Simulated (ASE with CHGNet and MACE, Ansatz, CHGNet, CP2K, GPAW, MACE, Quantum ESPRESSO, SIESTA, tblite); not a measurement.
**Random packing of Na51Sb49 (at. %) (68 atoms) in machine-learned potentials**

Wanted: machine-learned potentials inputs and outputs for random packing of Na51Sb49 (at. %) (68 atoms), checked against a plane-wave reference.

Main program and level: ASE with CHGNet and MACE; the method is named at each step.

## Step 1: The structure

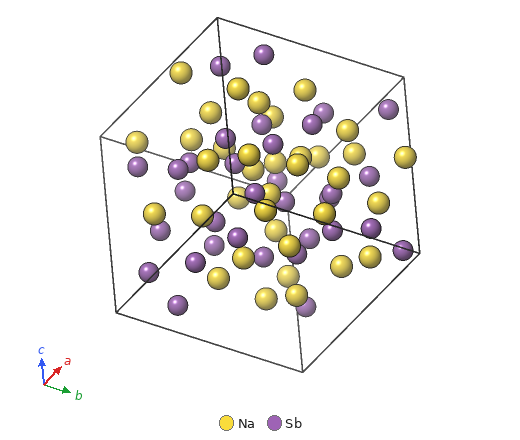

The cell as given, from a free direction (sodium yellow, antimony purple). Some periodic images of atoms are drawn too.

The cell holds 68 atoms: 35 Na and 33 Sb. Cell: a = 12.652 Å, b = 12.652 Å, c = 12.652 Å, α = 90.0°, β = 90.0°, γ = 90.0°. 68 atoms (35 Na, 33 Sb) packed at random in a cube at 3.95 g/cm³ and pushed apart as soft spheres; a start for melting by ab initio MD, not an equilibrated structure. Then every atom was moved at random, 0.03 Å r.m.s. a Cartesian component.

The yardstick, on the same geometry:

```
method                 : Kohn-Sham DFT, PBE, PAW, plane waves (Ansatz 0.2.0); cutoff 420 eV, Γ point, fermi-dirac smearing of 0.05 eV; PAW set soft_2
r.m.s. force component : 0.723 eV/Å
longest force          : 3.322 eV/Å
pressure               : 4.538 GPa
SCF cycles             : 11
time                   : 46 s on 4 threads of Arm Neoverse V1, shared host
CPU time               : 3 min
```

## Step 2: CHGNet 0.3.0 potential

Method: machine-learned interatomic potential CHGNet 0.3.0, trained on PBE(+U) plane-wave data.

Contents of run.py:

```python
import numpy as np
from ase.io import read
import mlip  # loads the published weights by name

atoms = read("structure.xyz")
atoms.calc = mlip.calc("chgnet-0.3.0")
energy = atoms.get_potential_energy()
forces = atoms.get_forces()
print(f"energy {energy:.6f} eV")
print("forces (eV/A)")
for i, (a, f) in enumerate(zip(atoms, forces)):
    print(f"{i:4d} {a.symbol:2s} {f[0]:10.5f} {f[1]:10.5f} {f[2]:10.5f}")
stress = -atoms.get_stress(voigt=False) * 160.21766
print("stress (GPa, compression positive)")
for row in stress:
    print(" ".join(f"{x:10.4f}" for x in row))
```

Contents of structure.xyz:

```xyz
68
Lattice="12.65230 0.00000 0.00000 0.00000 12.65230 0.00000 0.00000 0.00000 12.65230" Properties=species:S:1:pos:R:3 pbc="T T T"
Na 7.55469 0.71359 12.36535
Na 11.62202 1.73779 8.82194
Na 11.46260 8.30054 4.74221
Na 1.87393 1.20602 11.38505
Na 9.13724 6.08386 0.67905
Na 7.31290 6.30742 5.70948
Na 8.29700 11.77954 9.79389
Na 12.63408 12.26058 6.77948
Na 6.39232 7.63288 12.32435
Na 1.21437 9.71254 3.46496
Na 4.10732 9.82160 1.79789
Na 10.94690 9.59184 8.93872
Na 8.87508 11.83420 2.02007
Na 6.53365 3.25607 11.05356
Na 3.48330 3.88818 11.38985
Na 11.64935 2.06410 4.16084
Na 4.81913 7.06846 9.41989
Na 1.93504 10.31820 8.07723
Na 6.00605 2.40710 3.71370
Na 10.09869 4.17197 9.67496
Na 2.65471 6.72040 12.29348
Na 3.94613 9.27603 11.26232
Na 0.97005 8.59104 10.50052
Na 10.91590 11.32330 4.33607
Na 8.25575 8.04307 8.29928
Na 5.99896 11.79953 3.26986
Na 3.76419 0.63717 4.77245
Na 8.93252 1.06823 5.28094
Na 10.90363 3.39271 1.13694
Na 12.05207 6.67750 1.23132
Na 10.88110 6.91587 10.98080
Na 4.23877 12.11508 12.43316
Na 11.86406 5.23552 4.38681
Na 5.22426 5.55879 2.28323
Na 2.21023 5.80247 2.93862
Sb 0.91033 6.63461 6.46444
Sb 5.59687 1.28408 6.94877
Sb 3.56428 8.13467 4.34455
Sb 8.95758 9.50618 5.72656
Sb 4.76410 10.61541 5.69619
Sb 11.69908 12.04790 10.77154
Sb 12.37155 9.61423 0.94728
Sb 8.52335 2.72417 7.68146
Sb 0.99080 12.58803 4.01748
Sb 4.44551 2.94546 8.76842
Sb 10.20180 4.81547 6.83629
Sb 10.17789 1.64758 11.38821
Sb 7.72474 5.91077 10.29695
Sb 9.44545 8.96061 2.54615
Sb 8.19198 9.96584 12.18214
Sb 2.10382 1.05533 1.82750
Sb 1.50752 11.01066 12.17101
Sb 11.60874 12.24186 0.77331
Sb 12.38711 3.20394 11.24929
Sb 9.69925 11.70439 7.20789
Sb 9.28363 3.89185 3.62084
[... 8 atom lines left out ...]
Sb 0.78710 3.04756 6.39624
Sb 6.60754 8.32686 2.56994
Sb 5.21047 2.18062 0.83012
Sb 2.87637 0.39943 8.67252
```

Launch:

```bash
$ OMP_NUM_THREADS=1 python run.py > output.txt
```

The log of the run:

```text
CHGNet v0.3.0 initialized with 412,525 parameters
CHGNet will run on cpu
energy -191.549469 eV
forces (eV/A)
   0 Na   -0.04587   -0.39348    0.12027
   1 Na    0.21518   -0.07813   -1.01763
   2 Na    0.30139   -0.35173    0.28489
   3 Na    0.10062   -0.00910   -0.34116
   4 Na   -0.52285    0.28440    0.21914
   5 Na    0.21528   -0.25693   -0.83570
   6 Na   -0.02246    0.36574    0.21315
   7 Na    0.35016    0.29438    0.35515
   8 Na   -0.08858   -0.24228    0.00241
   9 Na    0.17259   -0.02725    0.17264
  10 Na   -0.41254   -0.00837    0.00747
  11 Na   -0.07559    0.30293    0.09659
  12 Na   -0.21041    0.24436   -0.04017
  13 Na    0.44034    0.02626   -0.26014
  14 Na    0.18393    0.08219    0.31429
  15 Na    0.05405    0.02304   -0.27245
  16 Na   -0.41899   -0.36438    0.00197
  17 Na    0.32331   -0.60003   -0.37462
  18 Na    0.39923    0.04517    0.35676
  19 Na   -0.13169    0.33679    0.34662
  20 Na   -0.29348   -0.41080    0.35019
  21 Na    0.43839    0.59465   -0.38565
  22 Na   -0.39961   -0.41854   -0.30402
  23 Na    0.09558    0.07875   -0.39105
[...]
60 Sb    0.90941    0.33810   -0.68483
  61 Sb    0.31607    1.59453    1.20736
  62 Sb    0.01752   -0.02962   -0.48308
  63 Sb    1.77438    1.61431    1.64669
  64 Sb    0.35085    0.49994    0.34481
  65 Sb    0.35228    0.16633    0.38836
  66 Sb   -0.58004   -0.07919    0.22404
  67 Sb    0.54199    0.63860   -0.44499
stress (GPa, compression positive)
    4.1860     0.5250     0.0063
    0.5250     4.2839    -0.2539
    0.0063    -0.2539     4.3918
```

The job ended after 4.8 s (1 thread of Arm Neoverse V1, shared host; peak memory 0.54 GiB).

Banners, paths, timers and routine set-up lines are dropped from the logs unmarked, and long logs keep their key lines alone; longer cuts are marked.

Compared with the plane-wave run:

- r.m.s. force component: 0.6379 eV/Å
- r.m.s. difference of force components: 228.4 meV/Å
- longest difference of force vectors: 867.6 meV/Å
- force difference over r.m.s. force: 31.59 %
- slope of forces against the reference's: 0.8394
- correlation of force components: 0.9513
- pressure: 4.287 GPa
- pressure difference: -0.2512 GPa

Length of the force difference by element (eV/Å):

| element | atoms | mean | most |
| --- | --- | --- | --- |
| Na | 35 | 0.13 | 0.24 |
| Sb | 33 | 0.51 | 0.87 |

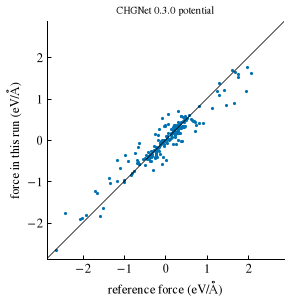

Force components against those of the reference; the line marks equality.

A closer look about Sb44, picked at random: 9 atoms, nearest first, numbered in the order of the input, with positions taken from that point.

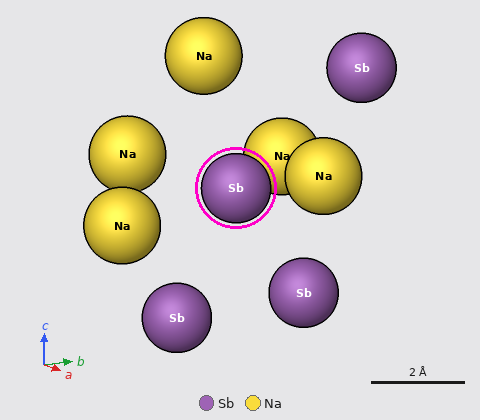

The atoms of the table, within 3.9 Å (arrows a, b, c point along x, y, z); some may hide others; the central atom is ringed.

| atom | x | y | z | distance (Å) | Fx | Fy | Fz (eV/Å) |
| --- | --- | --- | --- | --- | --- | --- | --- |
| Sb44 | 0.00 | 0.00 | 0.00 | 0.00 | 0.01 | -0.29 | 0.49 |
| Sb51 | 1.11 | 1.12 | -2.19 | 2.70 | 0.77 | -0.49 | 0.28 |
| Na16 | -1.99 | 2.13 | 0.14 | 2.92 | 0.05 | 0.02 | -0.27 |
| Na10 | 0.22 | -2.88 | -0.55 | 2.94 | 0.17 | -0.03 | 0.17 |
| Na27 | 2.77 | 0.70 | 0.75 | 2.96 | -0.78 | 0.55 | 0.01 |
| Na8 | -1.01 | -0.33 | 2.76 | 2.96 | 0.35 | 0.29 | 0.36 |
| Na24 | -2.73 | -1.26 | 0.32 | 3.02 | 0.10 | 0.08 | -0.39 |
| Sb53 | -2.03 | -0.35 | -3.24 | 3.84 | -0.42 | 1.38 | 1.69 |
| Sb65 | -0.20 | 3.11 | 2.38 | 3.92 | 0.35 | 0.50 | 0.34 |

Atoms are counted from 1 here, from 0 in the log.

Forces lie 32 % from the reference's, at 0.023 times its CPU time (on 1 against 4 cores).

The difference per atom is largest on Sb (0.51 eV/Å on average, against 0.13 on Na).

## Step 3: MACE MP-0b3 medium potential

Method: machine-learned interatomic potential MACE MP-0b3 medium, trained on PBE(+U) plane-wave data.

Edit run.py of step 2 so:

```diff
@@ -5,3 +5,3 @@
 atoms = read("structure.xyz")
-atoms.calc = mlip.calc("chgnet-0.3.0")
+atoms.calc = mlip.calc("mace-mp-0b3-medium")
 energy = atoms.get_potential_energy()
```

structure.xyz is that of step 2.

The log of the run:

```text
energy -183.436071 eV
forces (eV/A)
   0 Na   -0.13943   -0.37019    0.22201
   1 Na    0.30184   -0.14386   -1.02370
   2 Na    0.11248   -0.28455    0.35936
   3 Na    0.05820   -0.10572   -0.38647
   4 Na   -0.58353    0.18303    0.26038
   5 Na    0.25742   -0.31701   -0.78631
   6 Na    0.02285    0.29302    0.16832
   7 Na    0.37571    0.37728    0.23783
   8 Na   -0.07552   -0.16186   -0.01035
   9 Na    0.35038   -0.12861    0.25456
  10 Na   -0.26657   -0.11491    0.10969
  11 Na   -0.12446    0.26671    0.04332
  12 Na   -0.06258    0.11223   -0.09006
  13 Na    0.40884    0.06561   -0.29381
  14 Na    0.21265    0.09583    0.25500
  15 Na    0.08241    0.12388   -0.08979
  16 Na   -0.28311   -0.18332   -0.00109
  17 Na    0.43920   -0.39118   -0.36920
  18 Na    0.26372    0.20532    0.33126
  19 Na   -0.25718    0.43039    0.47275
  20 Na   -0.14702   -0.23521    0.19558
  21 Na    0.26899    0.35402   -0.37195
  22 Na   -0.23926   -0.43148   -0.16940
  23 Na    0.02719    0.06247   -0.36099
[...]
60 Sb    0.99577    0.33020   -0.75160
  61 Sb    0.32064    1.50181    1.12670
  62 Sb    0.00104    0.11541   -0.69111
  63 Sb    1.77594    1.72684    1.65842
  64 Sb    0.25432    0.55495    0.33758
  65 Sb    0.12371    0.19577    0.38261
  66 Sb   -0.51151   -0.17784    0.30046
  67 Sb    0.02990    0.11553   -0.33154
stress (GPa, compression positive)
    4.1188     0.5575    -0.0255
    0.5575     4.1708    -0.3407
   -0.0255    -0.3407     4.2881
```

Elapsed: 8.5 s, on 1 thread; peak memory 0.75 GiB.

Numbers from this run, and their distance from the reference:

```
r.m.s. force component                  : 0.6449 eV/Å
r.m.s. difference of force components   : 174.6 meV/Å
longest difference of force vectors     : 761.7 meV/Å
force difference over r.m.s. force      : 24.15 %
slope of forces against the reference's : 0.8686
correlation of force components         : 0.9739
pressure                                : 4.193 GPa
pressure difference                     : -0.3458 GPa
```

Against the first run (32 %), the force difference from the reference is 24 %, at 2.0 times the CPU time.

The difference per atom is largest on Sb (0.39 eV/Å on average, against 0.093 on Na).

## Step 4: CHGNet r2SCAN potential

Method: machine-learned interatomic potential CHGNet r2SCAN, trained on r2SCAN plane-wave data.

Edit run.py of step 3 so:

```diff
@@ -5,3 +5,3 @@
 atoms = read("structure.xyz")
-atoms.calc = mlip.calc("mace-mp-0b3-medium")
+atoms.calc = mlip.calc("chgnet-r2scan")
 energy = atoms.get_potential_energy()
```

structure.xyz is that of step 3.

The log of the run:

```text
CHGNet vr2scan initialized with 412,525 parameters
CHGNet will run on cpu
energy -991.423279 eV
forces (eV/A)
   0 Na   -0.00237   -0.25312    0.05571
   1 Na    0.18725   -0.01255   -0.68211
   2 Na    0.14901   -0.24033    0.19509
   3 Na    0.10254    0.00498   -0.23651
   4 Na   -0.40709    0.17153    0.21248
   5 Na    0.08064   -0.19799   -0.53215
   6 Na   -0.06878    0.20727    0.12962
   7 Na    0.23120    0.24570    0.25485
   8 Na    0.02887   -0.15865    0.06395
   9 Na    0.16937   -0.04679    0.09751
  10 Na   -0.23362   -0.06963    0.16479
  11 Na   -0.09042    0.18728    0.06023
  12 Na   -0.08756    0.02589   -0.11389
  13 Na    0.27863    0.02691   -0.15750
  14 Na    0.10272   -0.01401    0.15650
  15 Na    0.05256    0.08055   -0.15918
  16 Na   -0.21600   -0.28479   -0.13432
  17 Na    0.28284   -0.36813   -0.27114
  18 Na    0.25091    0.06919    0.18917
  19 Na   -0.11439    0.20680    0.13806
  20 Na   -0.28297   -0.31730    0.22592
  21 Na    0.32765    0.46330   -0.32123
  22 Na   -0.31255   -0.23194   -0.19364
  23 Na    0.03418    0.01543   -0.26256
[...]
60 Sb    0.36818    0.09774   -0.46820
  61 Sb    0.19096    1.02287    0.75085
  62 Sb    0.05133   -0.00962   -0.18632
  63 Sb    0.86027    0.94184    0.87727
  64 Sb    0.12017    0.48040    0.28412
  65 Sb    0.30964    0.15524    0.12892
  66 Sb   -0.29106   -0.10553    0.12547
  67 Sb    0.42229    0.40135   -0.27866
stress (GPa, compression positive)
    2.0777     0.2698     0.0121
    0.2698     2.0712    -0.2074
    0.0121    -0.2074     2.1921
```

Elapsed: 3.5 s, on 1 thread; peak memory 0.54 GiB.

Against the reference:

| Item | Value |
| --- | --- |
| r.m.s. force component | 0.3763 eV/Å |
| r.m.s. difference of force components | 401.5 meV/Å |
| longest difference of force vectors | 1782 meV/Å |
| force difference over r.m.s. force | 55.53 % |
| slope of forces against the reference's | 0.4813 |
| correlation of force components | 0.9246 |
| pressure | 2.114 GPa |
| pressure difference | -2.425 GPa |

Against the first run (32 %), the force difference from the reference is 56 %, at 0.85 times the CPU time; this potential was trained at another functional than the reference's, which explains only part of so large a difference.

The difference per atom is largest on Sb (0.89 eV/Å on average, against 0.20 on Na).

## Step 5: Side by side

Differences are against the plane-wave reference, forces as r.m.s. over components; share is that over the reference's r.m.s. force, slope the least-squares factor from reference forces to these. Total energies of different programs have different zeros and aren't compared.

```
                         run  Δ force, r.m.s. (meV/Å)  share (%)  slope  Δ pressure (GPa)  cores  CPU time  memory (GiB)
                   reference                        -          -      -                 -      4     3 min           2.8
      CHGNet 0.3.0 potential                      228       31.6  0.839            -0.251      1     4.1 s          0.54
MACE MP-0b3 medium potential                      175       24.1  0.869            -0.346      1       8 s          0.75
     CHGNet r2SCAN potential                      401       55.5  0.481             -2.42      1     3.5 s          0.54
```

Times of the machine-learned potentials are mostly Python's start and the loading of weights.

CPU time is summed over cores on a shared host, where runs went side by side, so it is rough. Symmetry, cutoffs, thresholds, outputs and thread counts weren't matched or tuned between programs; memory under MPI is the largest rank's times the ranks.

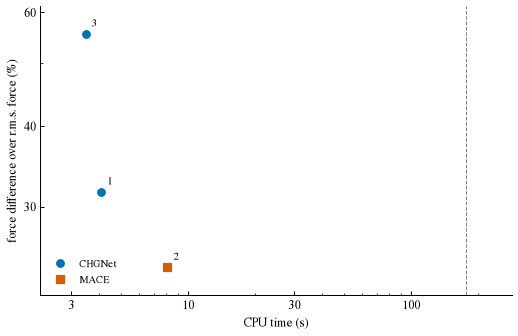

Force difference against CPU time; the dashed line marks the reference's time. Points: 1 CHGNet 0.3.0 potential; 2 MACE MP-0b3 medium potential; 3 CHGNet r2SCAN potential.

## Step 6: Summary of results

```
nearest in forces : MACE MP-0b3 medium potential, 24 %
its CPU time      : 8 s
```

In words: Machine-learned potentials differ by 24 % (MACE MP-0b3 medium potential) to 56 % (CHGNet r2SCAN potential); they were trained on other programs' data, some at another functional. Among those trained on PBE data the slope goes as low as 0.84, which softening far from their training structures can give, though the reference's k-sampling is untested too. Machine-learned potentials mimic data converged in k, so the reference's own k-point error enters their differences. The reference's pressure of 4.5 GPa belongs to a cell and atoms that aren't relaxed at this level. The electronic-structure runs sample only Γ, in a cell whose shortest periodic width is 13 Å, which is coarse for a cell with partly filled levels. Spin–orbit coupling is left out, which matters for the levels of the heavy elements.

[Also dropped from logs without a mark: logging warnings of Python, and SIESTA's first energy breakdown and zero terms.]

[Logs are printed without paths, hosts, clocks, repeated set-up lines and the standing remarks that a program may print on its own settings, such as how far it seeks lower states.]

[Hosts, paths, dates, database ids (printed as entryN), source tags and the programs' standing remarks are cut or masked in the printed files.]
